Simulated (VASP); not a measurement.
# A VASP study of CaSb (PBEsol + D3): structure first, properties next, part 2 of 3

Wanted: the relaxed cell of CaSb and its properties. The cell is invented: it takes the structure of a Materials Project entry for MgSb (space group 166 there), with some of its atoms replaced by other elements, volume scaled by an estimate. It may not be a known or stable phase.

VASP 6.6.1, plane waves and PAW; the level of theory is named at each step.

So far. Step 2 (Relaxing cell and atoms (PBEsol + D3)): It ends with a largest force of 0.007 eV/Å and a pressure of 0.00 GPa. Step 3 (Second relaxation): It ends with forces that vanish by symmetry and a pressure of 0.00 GPa. The volume moved by under 0.01 %: the run met its threshold at the first step. The relaxed cell has a = 3.954, c = 12.889 Å (conventional setting).

**4. Density, ELF and potential (PBEsol + D3)**

Level of this step: PBEsol with D3; plane waves and PAW (Sb, Ca_sv); invented cell (VASP).

The relaxed cell gets a fresh self-consistent run, on a basis set for its own volume, to fix the density and to check the remaining stress.

INCAR

```
SYSTEM = CaSb
PREC = Accurate
ENCUT = 400
EDIFF = 1E-06
NELM = 100
ISMEAR = -1
SIGMA = 0.05
LREAL = .FALSE.
ALGO = Normal
GGA = PS
IVDW = 11
LORBIT = 11
LWAVE = .FALSE.
LCHARG = .TRUE.
ISIF = 2
LELF = .TRUE.
LVHAR = .TRUE.
```

POSCAR

```
CaSb
1.0
    1.9770779000      1.1414664600      4.2961947500
   -1.9770779000      1.1414664600      4.2961947500
    0.0000000000     -2.2829329200      4.2961947500
Sb Ca
1 1
Direct
    0.0000000000      0.0000000000      0.0000000000
    0.5000000000      0.5000000000      0.5000000000
```

KPOINTS

```
Automatic mesh
0
Gamma
7 7 7
0 0 0
```

Potentials, in the order of the species: Sb and Ca_sv (PBE family, release 64).

Command:

```sh
> mpirun -np 1 vasp_std
```

Log:

```text
[... set-up lines as in an earlier step ...]
 entering main loop
       N       E                     dE             d eps       ncg     rms          rms(c)
[... 11 cycles as in an earlier step ...]
   1 F= -.86237365E+01 E0= -.86185645E+01  d E =-.103440E-01
```

Elapsed: 16 s, on 1 MPI rank of Intel Xeon Platinum 8375C at 2.90GHz (Ice Lake), shared host; peak memory 0.19 GiB.

OUTCAR, selected parts (step 4):

```text
The static configuration has the point symmetry D_3d.

 Found     44 irreducible k-points:

   NELECT =      15.0000    total number of electrons

 E-fermi :   4.8652

 Edisp (eV)   -0.43211

[... 20 parts as in an earlier step ...]
```

This step gave:

* SCF cycles: 11

Valence electrons inside each PAW sphere by angular momentum. Sphere charges, by row:

```
atom  s (e)  p (e)  d (e)  tot (e)
 Sb1  1.158  1.317  0.011    2.486
 Ca2  2.046  5.849  0.278    8.173
```

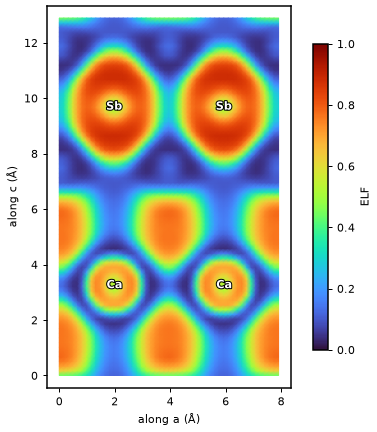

ELF in the ac plane of the conventional cell at fractional y = 0.002, with atoms of Sb and Ca within 0.2 Å of it. It is the smooth field of the valence electrons, not physical close to the nuclei. The map starts off the cell's origin, so that atoms lie inside it.

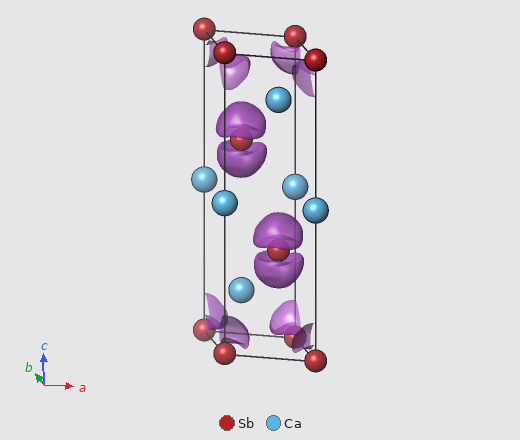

Surface of ELF = 0.8.

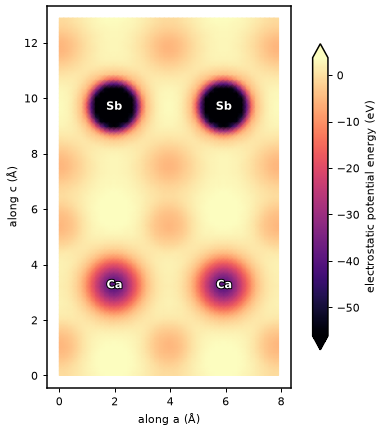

Electrostatic potential energy in the ac plane of the conventional cell at fractional y = 0.002, with atoms of Sb and Ca within 0.2 Å of it. With pseudopotentials it is smooth inside the atoms' cores, unlike the true potential. The map starts off the cell's origin, so that atoms lie inside it.

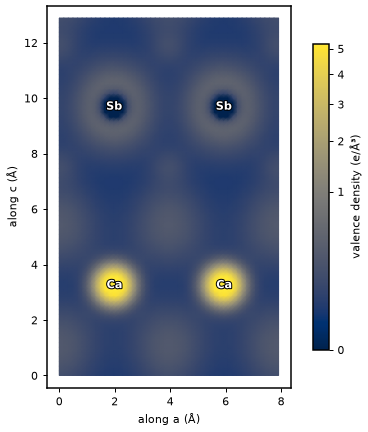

Valence density in the ac plane of the conventional cell at fractional y = 0.002, with atoms of Sb and Ca within 0.2 Å of it. It is the smooth field of the valence electrons, not physical close to the nuclei. The map starts off the cell's origin, so that atoms lie inside it. The colour scale is stretched toward low values.

In this run the pressure is 0.00 GPa, small enough to go on.

**5. Bands along the symmetry lines (PBEsol + D3)**

The mesh alone shows little of the dispersion and can miss band extrema, so KPOINTS_OPT adds a path through the symmetry points after the self-consistent cycle.

INCAR, as its differences from that of step 4:

```diff
@@ -13,5 +13,2 @@
 LWAVE = .FALSE.
-LCHARG = .TRUE.
-ISIF = 2
-LELF = .TRUE.
-LVHAR = .TRUE.
+LCHARG = .FALSE.
```

POSCAR is that of step 4.

KPOINTS is that of step 4.

KPOINTS_OPT

```
Line mode
16
Line-mode
Reciprocal
  0.00000000   0.00000000   0.00000000 GAMMA
  0.50000000   0.00000000   0.00000000 L

  0.50000000   0.00000000   0.00000000 L
  0.50000000   0.21372831  -0.21372831 B1

  0.78627169   0.50000000   0.21372831 B
  0.50000000   0.50000000   0.50000000 Z

  0.50000000   0.50000000   0.50000000 Z
  0.00000000   0.00000000   0.00000000 GAMMA

  0.00000000   0.00000000   0.00000000 GAMMA
  0.35686416   0.00000000  -0.35686416 X

  0.64313584   0.35686416   0.00000000 Q
  0.50000000   0.50000000   0.00000000 F

  0.50000000   0.50000000   0.00000000 F
  0.64313584   0.64313584   0.21372831 P1

  0.64313584   0.64313584   0.21372831 P1
  0.50000000   0.50000000   0.50000000 Z

  0.50000000   0.00000000   0.00000000 L
  0.78627169   0.35686416   0.35686416 P
```

Command:

```sh
> mpirun -np 1 vasp_std
```

Log:

```text
[... set-up lines as in an earlier step ...]
 entering main loop
       N       E                     dE             d eps       ncg     rms          rms(c)
[... 11 cycles as in an earlier step ...]
   1 F= -.86237365E+01 E0= -.86185645E+01  d E =-.103440E-01
 Start KPOINTS_OPT (optional k-point list driver)
k-point batch [1-44\144]
       N       E                     dE             ncg
DAV:   1    -0.363014968217E+04   -0.18405E+05      976
DAV:   2    -0.711420707119E+04   -0.34841E+04     1037
DAV:   3    -0.731023613076E+04   -0.19603E+03     1892
DAV:   4    -0.731430473916E+04   -0.40686E+01     1207
DAV:   5    -0.731458379074E+04   -0.27905E+00     1562
DAV:   6    -0.731458627865E+04   -0.24879E-02     1237
DAV:   7    -0.731458641328E+04   -0.13464E-03     1605
DAV:   8    -0.731458641562E+04   -0.23358E-05      923
DAV:   9    -0.731458641581E+04   -0.19299E-06      837
[...]
k-point batch [133-144\144]
       N       E                     dE             ncg
DAV:   1     0.112794757438E+05   -0.59916E+04      264
DAV:   2     0.103828265904E+05   -0.89665E+03      282
DAV:   3     0.103270256451E+05   -0.55801E+02      513
DAV:   4     0.103260123329E+05   -0.10133E+01      327
DAV:   5     0.103259664828E+05   -0.45850E-01      423
DAV:   6     0.103259659008E+05   -0.58195E-03      341
DAV:   7     0.103259658656E+05   -0.35236E-04      461
DAV:   8     0.103259658653E+05   -0.29512E-06      248
```

Elapsed: 49 s, on 1 MPI rank; peak memory 0.2 GiB.

OUTCAR, selected parts (step 5):

```text
   NELECT =      15.0000    total number of electrons

 E-fermi :   4.8652

 Edisp (eV)   -0.43211

[... 20 parts as in an earlier step ...]

[... 2 further parts left out ...]
```

Spin-orbit coupling is off here; with elements this heavy it splits and shifts levels by tenths of an eV or more.

The electronic bands at the labelled points (eV, zero at the Fermi level; # counts the bands kept):

```csv
point,#1,#2,#3,#4,#5
Γ,-9.87,-0.74,0.72,1.97,1.97
L,-8.19,-3.79,-1.72,-0.29,2.67
B1,-8.15,-2.50,-2.11,-1.69,2.76
jump to B,-8.15,-2.50,-2.11,-1.69,2.76
Z,-9.14,-4.08,0.53,0.53,3.30
Γ,-9.87,-0.74,0.72,1.97,1.97
X,-8.11,-2.48,-2.38,-1.43,2.06
jump to Q,-8.11,-2.48,-2.38,-1.43,2.06
F,-8.37,-3.06,-1.28,0.37,0.64
P1,-8.34,-3.02,-2.04,0.14,1.57
Z,-9.14,-4.08,0.53,0.53,3.30
jump to L,-8.19,-3.79,-1.72,-0.29,2.67
P,-8.34,-3.02,-2.04,0.14,1.57
```

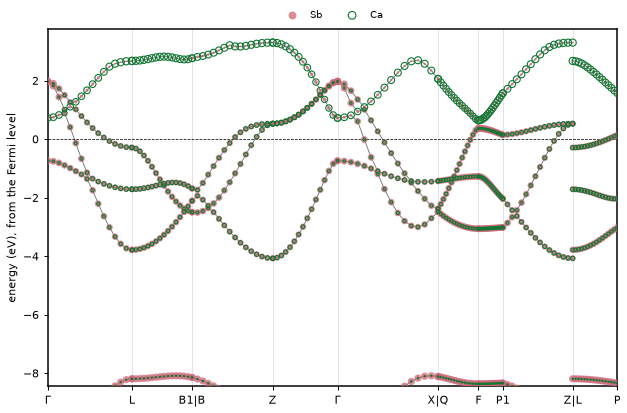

Electronic bands along the path; dots are coloured as in the legend, and their area grows with the weight.

There is no gap at this level.

**6. Total and projected DOS (PBEsol + D3)**

A density of states needs more k-points than a total energy; ISMEAR = -5 takes tetrahedra, and LORBIT projects the states on the PAW spheres. The mesh is finer than in the run before.

INCAR, as its differences from that of step 5:

```diff
@@ -5,3 +5,3 @@
 NELM = 100
-ISMEAR = -1
+ISMEAR = -5
 SIGMA = 0.05
@@ -14 +14,2 @@
 LCHARG = .FALSE.
+NEDOS = 2001
```

POSCAR is that of step 5.

KPOINTS

```
Automatic mesh
0
Gamma
10 10 10
0 0 0
```

Command:

```sh
> mpirun -np 1 vasp_std
```

Log:

```text
[... set-up lines as in an earlier step ...]
 entering main loop
       N       E                     dE             d eps       ncg     rms          rms(c)
DAV:   1     0.770476754068E+02    0.77048E+02   -0.59889E+03  2576   0.916E+02
DAV:   2    -0.370960680372E+01   -0.80757E+02   -0.79083E+02  2747   0.259E+02
DAV:   3    -0.814130595506E+01   -0.44317E+01   -0.43868E+01  4931   0.492E+01
DAV:   4    -0.822685522818E+01   -0.85549E-01   -0.85537E-01  3214   0.674E+00
DAV:   5    -0.823085247544E+01   -0.39972E-02   -0.39929E-02  4000   0.118E+00    0.382E+00
DAV:   6    -0.819456743428E+01    0.36285E-01   -0.25029E-02  3571   0.187E+00    0.233E+00
DAV:   7    -0.817948779671E+01    0.15080E-01   -0.41788E-02  3041   0.245E+00    0.129E-01
DAV:   8    -0.817914912365E+01    0.33867E-03   -0.37409E-03  3805   0.585E-01    0.571E-02
DAV:   9    -0.817921091663E+01   -0.61793E-04   -0.27986E-04  3562   0.160E-01    0.217E-02
DAV:  10    -0.817921869376E+01   -0.77771E-05   -0.21175E-05  3523   0.435E-02    0.503E-03
DAV:  11    -0.817921790127E+01    0.79249E-06   -0.27157E-06  3098   0.150E-02
   1 F= -.86113234E+01 E0= -.86113234E+01  d E =0.000000E+00
 -----------------------------------------------------------------------------
|                                                                             |
|           W    W    AA    RRRRR   N    N  II  N    N   GGGG   !!!           |
|           W    W   A  A   R    R  NN   N  II  NN   N  G    G  !!!           |
|           W    W  A    A  R    R  N N  N  II  N N  N  G       !!!           |
|           W WW W  AAAAAA  RRRRR   N  N N  II  N  N N  G  GGG   !            |
|           WW  WW  A    A  R   R   N   NN  II  N   NN  G    G                |
|           W    W  A    A  R    R  N    N  II  N    N   GGGG   !!!           |
|                                                                             |
|     Tetrahedron method does not include variations of the Fermi             |
|     occupations, so forces and stress will be inaccurate. We suggest        |
|     using a different smearing scheme ISMEAR = 1 or 2 for metals in         |
|     relaxations.                                                            |
|                                                                             |
 -----------------------------------------------------------------------------
```

The job ended after 35 s (1 MPI rank; peak memory 0.22 GiB).

Parts of OUTCAR (step 6):

```text
   k-points           NKPTS =    116   k-points in BZ     NKDIM =    116   number of bands    NBANDS=     11

   NELECT =      15.0000    total number of electrons

 E-fermi :   4.7613

 k-point     1 :       0.0000    0.0000    0.0000
  band No.  band energies     occupation
    ...
      2     -16.8211      2.00000
      3     -16.7942      2.00000
      4     -16.7942      2.00000
      5      -4.9963      2.00000
      6       4.1243      2.00000
      7       5.5812      0.00000
      8       6.8393      0.00000
      9       6.8393      0.00000
     10       7.7882      0.00000
     11       7.7882      0.00000

 Edisp (eV)   -0.43211

  Total      -0.00854    -0.00854     0.08175     0.00000     0.00000     0.00000
  in kB      -0.23534    -0.23534     2.25152     0.00000     0.00000     0.00000
  external pressure =        0.59 kB  Pullay stress =        0.00 kB

 POSITION                                       TOTAL-FORCE (eV/Angst)
 -----------------------------------------------------------------------------------
      0.00000      0.00000      0.00000         0.000000     -0.000000      0.000000
      0.00000      0.00000      6.44429        -0.000000      0.000000     -0.000000
 -----------------------------------------------------------------------------------
    total drift:                               -0.000000      0.000000      0.000000

  FREE ENERGIE OF THE ION-ELECTRON SYSTEM (eV)
  ---------------------------------------------------
  free  energy   TOTEN  =        -8.6113234100 eV

  energy  without entropy=       -8.6113234100  energy(sigma->0) =       -8.61132341

[... 6 parts as in an earlier step ...]

[... 10 further parts left out ...]
```

With tetrahedra the forces and stress of a metal are not exact derivatives of the energy.

This step gave:

```
irreducible k-points   : 116
free energy (TOTEN)    : -8.611 eV
Fermi energy           : 4.761 eV
pressure               : 0.05936 GPa
DOS at the Fermi level : 1.238 states/eV/cell
```

The density of states has structure finer than the step of the table below, so its rows give means over 1 eV, whole bins alone (the curve runs from -12.0 to 3.02 eV). Peaks (eV: height): total -8.1: 3.23, -2.7: 2.38, -1.4: 3.09, 2.7: 2.61; Sb p -2.7: 0.556, -1.4: 0.873, -0.2: 0.420; Ca d -1.4: 0.223, 2.8: 0.965; Sb s -8.1: 1.90.

States under -12.0 eV and over 3.0 eV are left out. Table of density of states by energy, zero at the Fermi level; means over each step; values in states/eV/cell:

| energy (eV) | total | Sb p | Ca d | Sb s |
| --- | --- | --- | --- | --- |
| -11 | 0 | 0 | 0 | 0 |
| -10 | 0.0427 | 4.8e-5 | 2.8e-5 | 0.0203 |
| -9 | 0.837 | 0.00258 | 0.00295 | 0.437 |
| -8 | 1.12 | 0.00170 | 0.0103 | 0.645 |
| -7 | 0 | 0 | 0 | 0 |
| -6 | 0 | 0 | 0 | 0 |
| -5 | 0 | 0 | 0 | 0 |
| -4 | 0.0568 | 0.0111 | 7.6e-4 | 2.6e-4 |
| -3 | 1.43 | 0.329 | 0.0334 | 0.0192 |
| -2 | 1.25 | 0.318 | 0.0632 | 0.0178 |
| -1 | 1.65 | 0.472 | 0.113 | 0.0112 |
| 0 | 1.18 | 0.369 | 0.111 | 0.00562 |
| 1 | 0.583 | 0.145 | 0.0924 | 0.00350 |
| 2 | 0.998 | 0.0552 | 0.291 | 0.0117 |

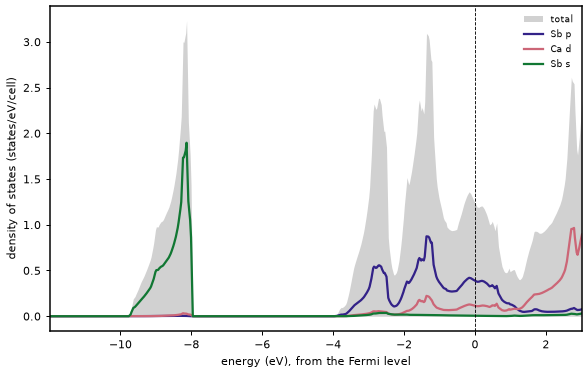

Density of states against energy.

The finer mesh and the other smearing move the Fermi level by -0.10 eV from the 7×7×7 run, one measure of the sampling error in the zero of the bands above. Of the states within 0.3 eV of the Fermi level, the largest shares in the PAW spheres are Sb p 31 % and Ca d 9 %. The rest lies in smaller channels or between the spheres.

**7. A semilocal run for the hybrid's start**

This step: PBE; plane waves and PAW (Sb, Ca_sv); invented cell (VASP 6.6.1).

A hybrid converges badly from random orbitals, so a cheap semilocal run writes a WAVECAR on the same mesh first.

INCAR

```
SYSTEM = CaSb
PREC = Accurate
ENCUT = 400
EDIFF = 1E-05
NELM = 100
ISMEAR = -1
SIGMA = 0.05
LREAL = .FALSE.
ALGO = Normal
GGA = PE
LORBIT = 11
LWAVE = .TRUE.
LCHARG = .FALSE.
```

POSCAR is that of step 6.

KPOINTS

```
Automatic mesh
0
Gamma
4 4 4
0 0 0
```

Command:

```sh
> mpirun -np 1 vasp_std
```

Log:

```text
[banner, memory and clock lines left out]
running    1 mpi-ranks, on    1 nodes
 distrk:  each k-point on    1 cores,    1 groups
 distr:  one band on    1 cores,    1 groups

 POSCAR found type information on POSCAR SbCa
 POSCAR found :  2 types and       2 ions
 LDA part: xc-table for (Slater+PW92), standard interpolation
 POSCAR, INCAR and KPOINTS ok, starting setup
 FFT: planning ... GRIDC
 FFT: planning ... GRID_SOFT
 FFT: planning ... GRID
 WAVECAR not read
 entering main loop
       N       E                     dE             d eps       ncg     rms          rms(c)
DAV:   1     0.779441103153E+02    0.77944E+02   -0.61714E+03   286   0.930E+02
DAV:   2    -0.313573418424E+01   -0.81080E+02   -0.79383E+02   310   0.258E+02
DAV:   3    -0.755112906667E+01   -0.44154E+01   -0.43331E+01   558   0.492E+01
DAV:   4    -0.762604988409E+01   -0.74921E-01   -0.74830E-01   369   0.662E+00
DAV:   5    -0.762943961317E+01   -0.33897E-02   -0.33892E-02   456   0.114E+00    0.382E+00
DAV:   6    -0.759489907832E+01    0.34541E-01   -0.31749E-02   422   0.211E+00    0.236E+00
DAV:   7    -0.758642525306E+01    0.84738E-02   -0.49093E-02   342   0.265E+00    0.154E-01
DAV:   8    -0.758588261855E+01    0.54263E-03   -0.45306E-03   376   0.743E-01    0.582E-02
DAV:   9    -0.758602838483E+01   -0.14577E-03   -0.47207E-04   436   0.150E-01    0.223E-02
DAV:  10    -0.758604963406E+01   -0.21249E-04   -0.46124E-05   350   0.691E-02    0.617E-03
DAV:  11    -0.758604948278E+01    0.15128E-06   -0.22558E-06   206   0.153E-02
   1 F= -.75860495E+01 E0= -.75817278E+01  d E =-.864342E-02
 writing wavefunctions
```

It took 6.2 s on 1 MPI rank; peak memory 0.17 GiB.

From OUTCAR (step 7):

```text
   k-points           NKPTS =     13   k-points in BZ     NKDIM =     13   number of bands    NBANDS=     11

   NELECT =      15.0000    total number of electrons

 E-fermi :   5.2072

 k-point     1 :       0.0000    0.0000    0.0000
  band No.  band energies     occupation
    ...
      2     -16.8303      2.00000
      3     -16.8185      2.00000
      4     -16.8185      2.00000
      5      -4.8407      2.00000
      6       4.2436      2.00000
      7       5.7450      0.00004
      8       6.9794      0.00000
      9       6.9794      0.00000
     10       7.9105      0.00000
     11       7.9105      0.00000

  Total        1.0430849      1.0430849      1.5056807      0.0000000     -0.0000000      0.0000000
  in kB       28.7281788     28.7281789     41.4687858      0.0000000     -0.0000000      0.0000000
  external PRESSURE =      32.9750479 kB  Pullay stress =       0.0000000 kB

  FREE ENERGIE OF THE ION-ELECTRON SYSTEM (eV)
  ---------------------------------------------------
  free  energy   TOTEN  =        -7.5860494828 eV

  energy  without entropy=       -7.5774060579  energy(sigma->0) =       -7.58172777

[... 7 parts as in an earlier step ...]

[... 10 further parts left out ...]
```

At this level the cell is under a pressure of 3.3 GPa, so at these settings it is away from equilibrium.

This step gave:

- irreducible k-points: 13
- free energy (TOTEN): -7.586 eV
- energy at zero smearing: -7.582 eV
- Fermi energy: 5.207 eV
- pressure: 3.298 GPa

**8. Bands along the symmetry lines (HSE06)**

This step: HSE06; plane waves and PAW (Sb, Ca_sv); invented cell (VASP 6.6.1).

HSE06 mixes in a quarter of exact exchange at short range, at far higher cost; in semiconductors this cures much of the gap error, while metals seldom gain.

INCAR

```
SYSTEM = CaSb
PREC = Accurate
ENCUT = 400
EDIFF = 1E-06
NELM = 100
ISMEAR = -1
SIGMA = 0.05
LREAL = .FALSE.
ALGO = Normal
LHFCALC = .TRUE.
AEXX = 0.25
GGA = PE
HFSCREEN = 0.2
LASPH = .TRUE.
PRECFOCK = Fast
LORBIT = 11
LWAVE = .FALSE.
LCHARG = .FALSE.
```

POSCAR is that of step 7.

KPOINTS is that of step 7.

KPOINTS_OPT, as its differences from that of step 5:

```diff
@@ -1,3 +1,3 @@
 Line mode
-16
+10
 Line-mode
```

The WAVECAR or CHGCAR of an earlier step is read.

Command:

```sh
> mpirun -np 1 vasp_std
```

Log:

```text
[banner, memory and clock lines left out]
running    1 mpi-ranks, on    1 nodes
[...]
LDA part: xc-table for (Slater+PW92), standard interpolation
 found WAVECAR, reading the header
 POSCAR, INCAR and KPOINTS ok, starting setup
[...]
reading WAVECAR
 the WAVECAR file was read successfully
 initial charge from wavefunction
 entering main loop
       N       E                     dE             d eps       ncg     rms          rms(c)
DAV:   1    -0.857096466259E+01   -0.85710E+01   -0.20172E+00   301   0.863E+00    0.170E+01
DAV:   2    -0.858164878004E+01   -0.10684E-01   -0.35803E-02   338   0.201E+00    0.110E+01
DAV:   3    -0.857879003557E+01    0.28587E-02   -0.33655E-03   368   0.590E-01    0.685E+00
DAV:   4    -0.857793460728E+01    0.85543E-03   -0.13803E-03   370   0.310E-01    0.409E+00
DAV:   5    -0.857770189813E+01    0.23271E-03   -0.37163E-04   355   0.132E-01    0.243E+00
DAV:   6    -0.857763114682E+01    0.70751E-04   -0.94861E-05   431   0.590E-02    0.144E+00
DAV:   7    -0.857760931053E+01    0.21836E-04   -0.19618E-05   375   0.302E-02    0.852E-01
DAV:   8    -0.857760489889E+01    0.44116E-05   -0.64812E-06   399   0.191E-02    0.504E-01
DAV:   9    -0.857760497783E+01   -0.78933E-07   -0.20995E-06   325   0.117E-02
   1 F= -.85776050E+01 E0= -.85729826E+01  d E =-.924471E-02
 Start KPOINTS_OPT (optional k-point list driver)
k-point batch [1-13\90]
       N       E                     dE             ncg
DAV:   1    -0.104238605534E+04   -0.43901E+04      286
DAV:   2    -0.236289168225E+04   -0.13205E+04      304
DAV:   3    -0.245667524430E+04   -0.93784E+02      536
DAV:   4    -0.246175663061E+04   -0.50814E+01      356
[...]
DAV:   8    -0.246197072892E+04   -0.52663E-04      325
DAV:   9    -0.246197073345E+04   -0.45256E-05      261
DAV:  10    -0.246197073399E+04   -0.53925E-06      245
[...]
k-point batch [53-65\90]
       N       E                     dE             ncg
DAV:   1    -0.122159638994E+04   -0.70235E+04      286
DAV:   2    -0.241307176699E+04   -0.11915E+04      304
DAV:   3    -0.248455705971E+04   -0.71485E+02      554
DAV:   4    -0.248723007788E+04   -0.26730E+01      366
DAV:   5    -0.248733939847E+04   -0.10932E+00      435
DAV:   6    -0.248734254566E+04   -0.31472E-02      365
DAV:   7    -0.248734260829E+04   -0.62625E-04      421
DAV:   8    -0.248734261008E+04   -0.17969E-05      253
```

It took 21 min on 1 MPI rank.

The run was cut off at its time limit.

The self-consistent loop had finished, and the limit fell in the path of KPOINTS_OPT; fewer path points or more time would be the way on.

(Part 2 of 3 ends here.)

[Lines on the potential files, build, host, timing and source positions are cut from VASP's logs without a mark.]

[Logs are printed without paths, hosts, clocks, repeated set-up lines and the standing remarks that a program may print on its own settings, such as how far it seeks lower states.]

[Hosts, paths, dates, database ids (printed as entryN), source tags and the programs' standing remarks are cut or masked in the printed files.]

[A measured line is paired with the nearest computed mode of its activity, which favours agreement.]

[In band tables of VASP the shares of atoms and orbitals are scaled to a sum of 1 inside the atoms' spheres.]
